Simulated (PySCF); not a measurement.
# CH4BN (SMILES [BH3-][N+]#C), step by step

We compute a structure relaxation (revPBE0-D3(0)/DZVP2), then vibrational wavenumbers, then a single-point energy (MS2-D3(op)/aug-pc-2), then quasiparticle energies (G0W0@HFLYP/4-31G) of CH4BN. The job is set up through a Python script.

Program for the calculation: PySCF 2.14.0.

## 1. Starting point

The species is CH4BN (7 atoms), meant as a singlet with charge 0. SMILES: `[BH3-][N+]#C`. All atoms were displaced at random from a relaxed shape. The run starts from this shape.

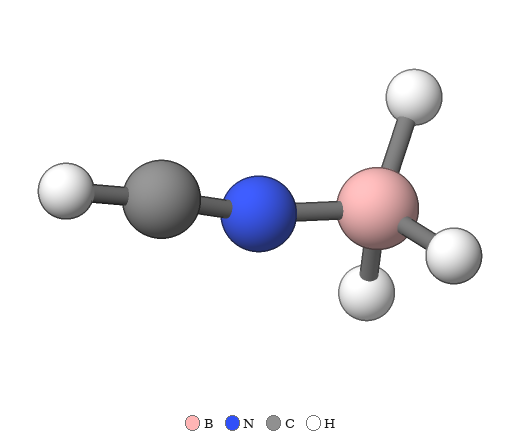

Viewed from a chosen angle; boron pink, nitrogen blue, carbon grey, hydrogen white.

## 2. A structure relaxation at revPBE0-D3(0)/DZVP2 (density fitting) (run 1)

calc.py reads:

```python
from pyscf import gto, dft
from pyscf.geomopt.geometric_solver import kernel as optimise

mol = gto.M(
    atom='''
B       -0.545727       0.598861      -0.181403
N        0.319983      -0.384767       0.117773
C        1.276487      -1.043554       0.468030
H       -1.527622      -0.128555      -0.629112
H       -0.194620       1.227629      -1.155261
H       -0.945612       1.358184       0.833046
H        1.973434      -1.776244       0.828418
''',
    verbose=3,
    basis='dzvp2',
    max_memory=1860,
)

mf = dft.RKS(mol)
mf.xc = 'revpbe0'
mf = mf.density_fit()
mf.disp = 'd3zero'
converged, mol_eq = optimise(mf, maxsteps=100)
print('converged:', converged)
print(mol_eq.tostring())

mf.reset(mol_eq)
mol = mol_eq
mf.kernel()
energy = mf.e_tot
print('E = %.10f Eh' % energy)
```

The run is started by

```
$ OMP_NUM_THREADS=1 python calc.py
```

Output:

```text
maxiter                   100
[... 51 lines left out ...]
WARN: Mole.unit (angstrom) is changed to Bohr
[... 29 lines left out ...]
WARN: Even tempered Gaussians are generated as DF auxbasis for  H N B C
[... 55 lines left out ...]
WARN: Even tempered Gaussians are generated as DF auxbasis for  H N B C
[... 55 lines left out ...]
WARN: Even tempered Gaussians are generated as DF auxbasis for  H N B C
[... 55 lines left out ...]
WARN: Even tempered Gaussians are generated as DF auxbasis for  H N B C
[... 43 lines left out ...]
Converged! =D
[... 1 line left out ...]
converged: True
B          -0.67396260        0.62701006       -0.24180777
N           0.44020713       -0.36863035        0.19523867
C           1.26576487       -1.10533865        0.51881900
H          -1.59886244       -0.07304467       -0.59742659
H          -0.18173058        1.27286844       -1.14317254
H          -0.91565949        1.28268991        0.74981131
H           2.03191063       -1.78966378        0.81942616

WARN: Even tempered Gaussians are generated as DF auxbasis for  H N B C

converged SCF energy = -120.027382555785
E = -120.0273825558 Eh
```

It took 78 s on 1 thread of Intel Xeon at 2.50GHz (Skylake/Cascade Lake), shared host; peak memory 0.64 GiB.

The path in brief:

```tsv
step	energy from the first frame kept (eV)	largest force (eV/Å)
0	0.0000	11.4981
1	-0.8995	2.6577
2	-1.0176	0.9808
3	-1.0588	0.2593
4	-1.0644	0.0726
5	-1.0651	0.0427
6	-1.0652	0.0295
7	-1.0652	0.0181
8	-1.0652	0.0076
```

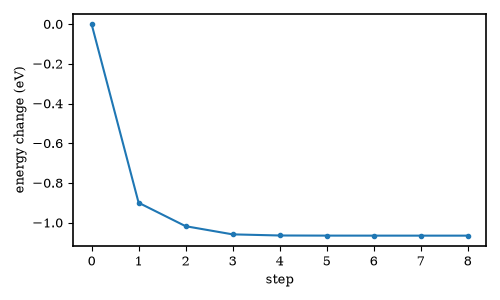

Energy along the run.

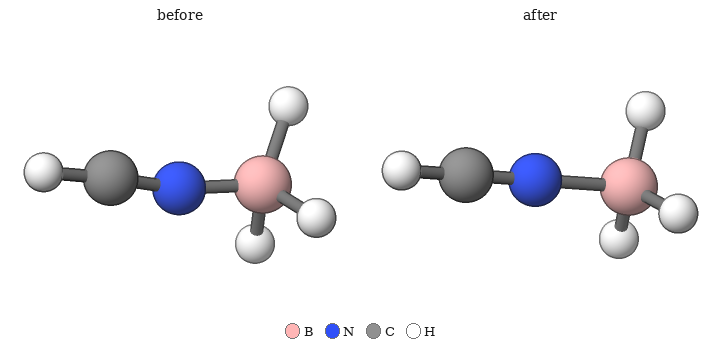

Before and after, at one scale.

After the run. Bond lengths: B1–N2 1.557 Å, N2–C3 1.153 Å, B1–H4 1.213 Å, B1–H5 1.213 Å, B1–H6 1.213 Å, C3–H7 1.070 Å. Angles: B1–N2–C3 180.0°, N2–B1–H4 105.0°, N2–B1–H5 105.0°, N2–B1–H6 105.0°, N2–C3–H7 180.0°, H4–B1–H5 113.5°, H4–B1–H6 113.6°, H5–B1–H6 113.6°.

## 3. Vibrational wavenumbers at revPBE0-D3(0)/DZVP2 (density fitting) (run 2)

job.py reads:

```python
# [BH3-][N+]#C
import numpy
from pyscf import gto, dft, symm
from pyscf.hessian import thermo

mol = gto.Mole()
mol.atom = '''
B       -1.002232       0.895291      -0.393021
N        0.111938      -0.100349       0.044026
C        0.937496      -0.837058       0.367606
H       -1.926887       0.195230      -0.748610
H       -0.509379       1.541501      -1.294501
H       -1.244405       1.550832       0.598165
H        1.703642      -1.521383       0.668213
'''
mol.verbose = 3
mol.basis = 'dzvp2'
mol.spin = 0
mol.max_memory = 1860
mol.build()

myscf = dft.RKS(mol)
myscf.xc = 'revpbe0'
myscf = myscf.density_fit()
myscf.disp = 'd3zero'
myscf.kernel()

e_tot = myscf.e_tot
print('E = %.10f Eh' % e_tot)
hess = myscf.Hessian().kernel()
modes = thermo.harmonic_analysis(mol, hess)
print('frequencies (1/cm)', numpy.round(modes['freq_wavenumber'], 1))
symm.geom.TOLERANCE = 1e-3  # for the symmetry number
th = thermo.thermo(myscf, modes['freq_au'], 1200, 101325)
thermo.dump_thermo(mol, th)
```

The run is started by

```
$ OMP_NUM_THREADS=1 python job.py
```

Output:

```text
WARN: Even tempered Gaussians are generated as DF auxbasis for  B N C H

converged SCF energy = -120.027382397083
E = -120.0273823971 Eh

WARN: DFTD3 does not support analytical Hessian, using finite difference

WARN: Mole.unit (angstrom) is changed to Bohr

frequencies (1/cm) [ 313.8  315.4  652.3  675.1  675.6  892.1  892.2 1121.6 1121.9 1132.
 2274.6 2460.9 2535.  2538.8 3493.5]
temperature 1200.0000 [K]
pressure 101325.00 [Pa]
Rotational constants [GHz] 121.69567 8.59483 8.59438
Symmetry number 1
Zero-point energy (ZPE) 0.04806 [Eh]   126174.954 [J/mol]
                           tot       elec      trans        rot        vib
Entropy [J/mol/K]       397.265      0.000    183.962    105.682    107.621
Cv [J/mol/K]            120.870      0.000     12.472     12.472     95.927
Cp [J/mol/K]            129.185      0.000     20.786     12.472     95.927
Internal energy [J/mol]                     14966.028  14966.028 194651.731
Internal energy [Eh]   -119.94184  -120.02738
Enthalpy [J/mol]                            24943.380  14966.028 194651.731
Enthalpy [Eh]          -119.93804
Gibbs free energy [J/mol]                  -195810.998 -111852.616  65506.491
Gibbs free energy [Eh] -120.11962
```

Run time: 84 s. Hardware: 1 thread of Intel Xeon at 2.50GHz (Skylake/Cascade Lake), shared host; peak memory 0.89 GiB.

## 4. A single-point energy at MS2-D3(op)/aug-pc-2 (sfX2C, density fitting with def2-universal-jkfit, COSMO tetrahydrofuran) (run 3)

run.py reads:

```python
from pyscf import gto, dft, solvent

mol = gto.M(
    atom='''
B   -0.673963   0.627010  -0.241808
N    0.440207  -0.368630   0.195239
C    1.265765  -1.105339   0.518819
H   -1.598862  -0.073045  -0.597427
H   -0.181731   1.272868  -1.143173
H   -0.915659   1.282690   0.749811
H    2.031911  -1.789664   0.819426
''',
    spin=0,
    basis='aug-pc-2',
    verbose=4,
    max_memory=1860,
)

mf = dft.RKS(mol, xc='ms2')
mf = mf.sfx2c1e()
mf = mf.density_fit(auxbasis='def2-universal-jkfit')
mf = mf.PCM()
mf.with_solvent.method = 'COSMO'
mf.with_solvent.eps = 7.4257  # tetrahydrofuran
mf.disp = 'd3op'
mf.kernel()

etot = mf.e_tot
print('Final energy', etot)
```

The run is started by

```
$ OMP_NUM_THREADS=1 python run.py
```

Output:

```text
PySCF version 2.14.0

[... 54 lines left out ...]
WARN: PCM is an experimental feature. It is still in testing.
[... 15 lines left out ...]
Solvent Energy = -0.0271146234873551
[... 7 lines left out ...]
Solvent Energy = -0.0178598627842845
[... 7 lines left out ...]
Solvent Energy = -0.0149907210437066
[... 7 lines left out ...]
Solvent Energy = -0.0150189983774199
[... 7 lines left out ...]
Solvent Energy = -0.0150267432368366
[... 5 lines left out ...]
converged SCF energy = -120.23970957665
Final energy -120.23970957664993
```

Run time: 2.7 min. Hardware: 1 thread of Intel Xeon at 2.50GHz (Skylake/Cascade Lake), shared host; peak memory 0.93 GiB.

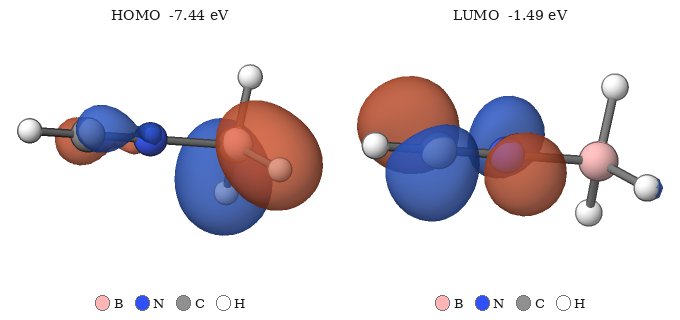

Frontier orbitals of this run, surfaces at ±0.2 Å^-3/2.

## 5. Quasiparticle energies at G0W0@HFLYP/4-31G (density fitting with cc-pvtz-jkfit) (run 4)

calc.py reads:

```python
# [BH3-][N+]#C
from pyscf import gto, dft, gw

mol = gto.M(
    atom=[
    ('B', (-0.673963, 0.627010, -0.241808)),
    ('N', (0.440207, -0.368630, 0.195239)),
    ('C', (1.265765, -1.105339, 0.518819)),
    ('H', (-1.598862, -0.073045, -0.597427)),
    ('H', (-0.181731, 1.272868, -1.143173)),
    ('H', (-0.915659, 1.282690, 0.749811)),
    ('H', (2.031911, -1.789664, 0.819426)),
],
    basis='4-31g',
    max_memory=1860,
    verbose=4,
)

mf = dft.RKS(mol)
mf.xc = 'hflyp'
mf = mf.density_fit(auxbasis='cc-pvtz-jkfit')
mf.kernel()

e_tot = mf.e_tot
print('E = %.10f Eh' % e_tot)

nocc = mol.nelec[0]
orbs = list(range(max(0, nocc - 4), min(mol.nao, nocc + 4)))
mygw = gw.GW(mf, freq_int='ac')
mygw.orbs = orbs
mygw.kernel()
print('orbital   mean field (eV)   quasiparticle (eV)')
for p in orbs:
    print('%4d %12.4f %12.4f' % (p + 1, mf.mo_energy[p] * 27.211386, mygw.mo_energy[p] * 27.211386))
```

The run is started by

```
$ OMP_NUM_THREADS=1 python calc.py
```

Output:

```text
PySCF version 2.14.0

[... 75 lines left out ...]
converged SCF energy = -119.786391258272
[... 6 lines left out ...]
off-diagonal self-energy = False
[... 2 lines left out ...]
outcore for self-energy= False
[... 3 lines left out ...]
imaginary frequency cutoff = 5.0
[... 6 lines left out ...]
Starting get_sigma_diag main loop with 100 frequency points.
   0    1    2    3    4    5    6    7    8    9   10   11
  12   13   14   15   16   17   18   19   20   21   22   23
  24   25   26   27   28   29   30   31   32   33   34   35
  36   37   38   39   40   41   42   43   44   45   46   47
  48   49   50   51   52   53   54   55   56   57   58   59
  60   61   62   63   64   65   66   67   68   69   70   71
  72   73   74   75   76   77   78   79   80   81   82   83
  84   85   86   87   88   89   90   91   92   93   94   95
  96   97   98   99
Finished get_sigma_diag main loop.

WARN: GW QP energies may not be sorted from min to max

orbital   mean field (eV)   quasiparticle (eV)
   8     -16.9900     -15.5146
   9     -15.8152     -13.7399
  10     -11.8039     -10.4085
[... 4 lines of this table left out ...]
  15       8.0195       8.2567
```

It took 8.1 s on 1 thread of Intel Xeon at 2.50GHz (Skylake/Cascade Lake), shared host; peak memory 0.23 GiB.

## 6. Results

| quantity | value |
| --- | --- |
| run 1, revPBE0-D3(0)/DZVP2: total energy at the end | -120.02738 Eh |
| run 1, revPBE0-D3(0)/DZVP2: dipole moment | 5.72 D |
| run 1, revPBE0-D3(0)/DZVP2: HOMO energy | -8.09 eV |
| run 1, revPBE0-D3(0)/DZVP2: LUMO energy | -1.08 eV |
| run 1, revPBE0-D3(0)/DZVP2: HOMO–LUMO gap | 7.01 eV |
| run 1, revPBE0-D3(0)/DZVP2: dispersion energy | -6.34 kJ/mol |
| run 2, revPBE0-D3(0)/DZVP2: lowest harmonic wavenumber | 314 cm⁻¹ |
| run 2, revPBE0-D3(0)/DZVP2: highest harmonic wavenumber | 3494 cm⁻¹ |
| run 2, revPBE0-D3(0)/DZVP2: zero-point energy | 126.2 kJ/mol |
| run 3, MS2-D3(op)/aug-pc-2: total energy | -120.23971 Eh |
| run 3, MS2-D3(op)/aug-pc-2: dipole moment | 7.02 D |
| run 3, MS2-D3(op)/aug-pc-2: HOMO energy | -7.44 eV |
| run 3, MS2-D3(op)/aug-pc-2: LUMO energy | -1.49 eV |
| run 3, MS2-D3(op)/aug-pc-2: HOMO–LUMO gap | 5.95 eV |
| run 3, MS2-D3(op)/aug-pc-2: dispersion energy | -1.59 kJ/mol |
| run 3, MS2-D3(op)/aug-pc-2: solvent term in the energy | -39.5 kJ/mol |
| run 4, G0W0@HFLYP/4-31G: ground-state or mean-field energy | -119.78639 Eh |
| run 4, G0W0@HFLYP/4-31G: dipole moment (HFLYP Kohn–Sham density) | 6.79 D |
| run 4, G0W0@HFLYP/4-31G: HOMO energy (HFLYP Kohn–Sham orbitals) | -11.80 eV |
| run 4, G0W0@HFLYP/4-31G: LUMO energy (HFLYP Kohn–Sham orbitals) | 2.49 eV |
| run 4, G0W0@HFLYP/4-31G: HOMO–LUMO gap (HFLYP Kohn–Sham orbitals) | 14.29 eV |
| run 4, G0W0@HFLYP/4-31G: quasiparticle HOMO | -10.40 eV |
| run 4, G0W0@HFLYP/4-31G: quasiparticle LUMO | 2.94 eV |

The program (run 2, revPBE0-D3(0)/DZVP2) took a symmetry number of 1 where this shape has 3, so the entropy in its output is too high by R ln(3/1) = 2.18 cal/(mol K). The optimisation (run 1, revPBE0-D3(0)/DZVP2) took 8 steps and changed the energy by -1.065 eV. All 15 modes (run 2, revPBE0-D3(0)/DZVP2) are real, so the shape is a minimum at this level. Mulliken charges (run 2, revPBE0-D3(0)/DZVP2) run from -0.47 on B1 to +0.31 on N2. Mulliken charges (run 3, MS2-D3(op)/aug-pc-2) run from -0.35 on N2 to +0.71 on C3; in a basis this large or diffuse they mean little. Mulliken charges (run 4, G0W0@HFLYP/4-31G) of the mean-field density run from -0.45 on N2 to +0.40 on H7.
